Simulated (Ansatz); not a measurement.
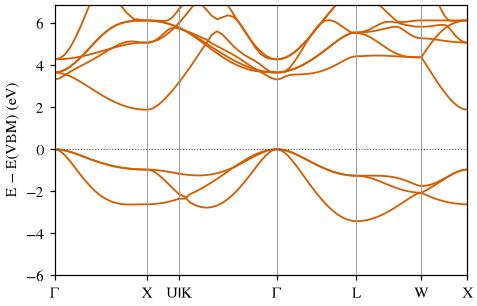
Fig. 1. Band structure from the program Ansatz at the PBEsol level (PAW)

Problem. Read off the gap and where the band edges lie.

Solution. About 1.9 eV (1.88 eV by a search for the band edges); maximum at Γ, minimum at X.

The material is CaSe (rock salt, Fm-3m).

Symmetry was held in the PBEsol relaxation. Spin–orbit coupling is left out wherever it is not named.

Potentials: the later of the program's two PAW sets.
